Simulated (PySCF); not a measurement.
**SiNH4 (SMILES [NH][SiH3]), run twice**

Aim: a geometry optimisation of SiNH4 at UHF/STO-3G (density fitting).

The calculation is run with PySCF 2.14.0.

7 further runs of the same task are left out: 2 that didn't finish, 5 set aside as unsound or not needed.

**1. Starting point**

The species is SiNH4 (6 atoms), meant as a doublet with charge 0. As SMILES, `[NH][SiH3]`. All atoms were displaced at random from a relaxed shape. The run starts from this shape.

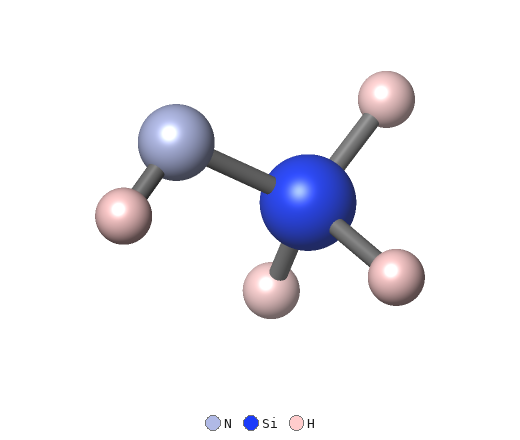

Viewed from a chosen angle; nitrogen light blue, silicon blue, hydrogen pink.

**2. Try one**

The input, job.py:

```python
# [NH][SiH3]
from pyscf import gto
from pyscf.geomopt.geometric_solver import kernel as optimise

molecule = gto.M(
    atom='''
N      0.560339    -0.895183     0.925943
Si    -0.201139     0.317230    -0.075762
H      0.941071    -1.661619     0.337391
H     -1.270409    -0.242475    -0.885833
H      0.770045     0.942682    -1.065523
H     -0.695379     1.437252     0.735175
''',
    charge=0,
    verbose=3,
    max_memory=1860,
    spin=1,
    basis='sto-p3gs',
)

mf = molecule.UHF()
mf = mf.density_fit()
mf.max_cycle = 100
converged, mol_eq = optimise(mf, maxsteps=30, coordsys='cart')
print('converged:', converged)
print(mol_eq.tostring())

mf.reset(mol_eq)
molecule = mol_eq
mf.kernel()
if not mf.converged:
    mf = mf.newton().run(mf.mo_coeff, mf.mo_occ)
energy = mf.e_tot
print('E(%s) = %.9f' % ('HF', energy))
```

Started as:

```
$ OMP_NUM_THREADS=1 python job.py
```

The program printed:

```text
pyscf.lib.exceptions.BasisNotFoundError: sto-p3gs
```

Wall time 0.64 s (1 thread of Arm Neoverse V2, shared host); peak memory 0.13 GiB.

**3. Diagnosis**

The input was rejected.

The telling line is `pyscf.lib.exceptions.BasisNotFoundError: sto-p3gs`. The cause is that the input text is malformed or holds a word that the program doesn't know.

**4. Try two**

The input, input.py:

```python
from pyscf import gto
from pyscf.geomopt.geometric_solver import kernel as optimise

system = gto.M(
    atom='''
N        0.560339      -0.895183       0.925943
Si      -0.201139       0.317230      -0.075762
H        0.941071      -1.661619       0.337391
H       -1.270409      -0.242475      -0.885833
H        0.770045       0.942682      -1.065523
H       -0.695379       1.437252       0.735175
''',
    charge=0,
    verbose=3,
    spin=1,
    basis='sto-3g',
    max_memory=1860,
)

mf = system.UHF()
mf = mf.density_fit()
mf.max_cycle = 100
converged, mol_eq = optimise(mf, maxsteps=100, coordsys='cart')
print('converged:', converged)
print(mol_eq.tostring())

mf.reset(mol_eq)
system = mol_eq
mf.kernel()
if not mf.converged:
    mf = mf.newton().run(mf.mo_coeff, mf.mo_occ)
energy = mf.e_tot
print('E(%s) = %.9f' % ('HF', energy))
```

Started as:

```
$ OMP_NUM_THREADS=1 python input.py
```

The program printed:

```text
coordsys                  cart
[... 29 lines left out ...]
> Will converge when all 5 criteria are reached:
[... 30 lines left out ...]
Step    0 : Gradient = 4.340e-02/8.282e-02 (rms/max) Energy = -341.6261228299
[... 59 lines left out ...]
converged SCF energy = -341.635390676173  <S^2> = 0.76016538  2S+1 = 2.0101397
[... 71 lines left out ...]
converged SCF energy = -341.635683608736  <S^2> = 0.76029051  2S+1 = 2.0102642
[... 71 lines left out ...]
converged SCF energy = -341.635773620778  <S^2> = 0.7602349  2S+1 = 2.0102088
[... 71 lines left out ...]
converged SCF energy = -341.635786524204  <S^2> = 0.76023028  2S+1 = 2.0102042
[... 61 lines left out ...]
Converged! =D
[... 1 line left out ...]
converged: True
N           0.57597895       -0.88509804        0.94876526
Si         -0.19833674        0.36003991       -0.10942815
H           0.92508246       -1.63151946        0.28973972
H          -1.25909708       -0.23405032       -0.85100466
H           0.76980129        0.88303795       -1.01323732
H          -0.70890087        1.40547696        0.70655615

converged SCF energy = -341.635788304086  <S^2> = 0.76024322  2S+1 = 2.0102171
E(HF) = -341.635788304
```

Run time: 2.9 s. Hardware: 1 thread of Arm Neoverse V2, shared host; peak memory 0.14 GiB.

The path in brief:

```
step  energy from the first frame kept (eV)  largest force (eV/Å)
   0                                 0.0000                4.2587
   1                                -0.2107                1.6836
   2                                -0.2462                0.5530
   3                                -0.2522                0.3777
   4                                -0.2560                0.1572
   5                                -0.2584                0.1266
   6                                -0.2602                0.1226
   7                                -0.2614                0.1109
   8                                -0.2621                0.0621
   9                                -0.2626                0.0653
  10                                -0.2628                0.0398
  11                                -0.2629                0.0212
  12                                -0.2630                0.0187
  13                                -0.2630                0.0143
  14                                -0.2630                0.0091
```

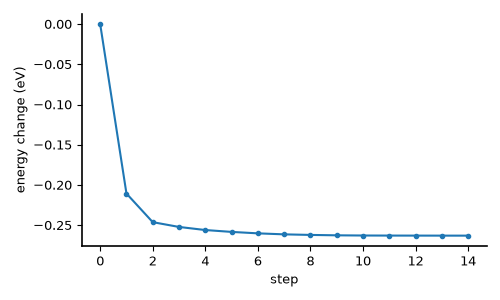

Energy along the run.

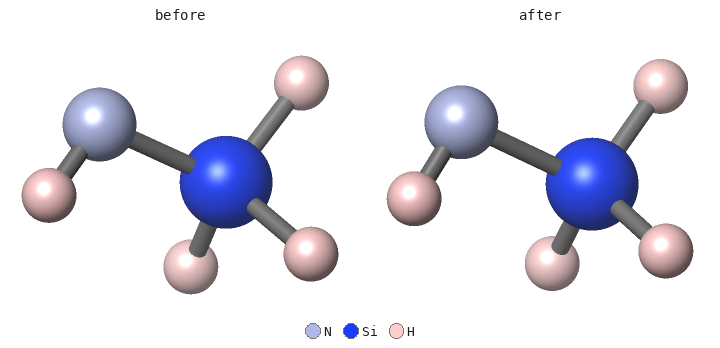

Before and after, at one scale.

After the run. Bond lengths: N1–Si2 1.808 Å, N1–H3 1.055 Å, Si2–H4 1.424 Å, Si2–H5 1.424 Å, Si2–H6 1.421 Å. Angles: N1–Si2–H4 109.7°, N1–Si2–H5 109.5°, N1–Si2–H6 108.9°, Si2–N1–H3 105.3°, H4–Si2–H5 109.2°, H4–Si2–H6 109.8°, H5–Si2–H6 109.8°.

**5. What came out**

Level: UHF/STO-3G (density fitting).

| quantity | value |
| --- | --- |
| total energy at the end | -341.63579 Eh |
| dipole moment | 1.69 D |
| HOMO energy (highest over α and β) | -8.41 eV |
| LUMO energy (lowest over α and β) | 8.63 eV |
| ⟨S²⟩ | 0.760 |

In words: The optimisation took 14 steps and changed the energy by -0.263 eV.
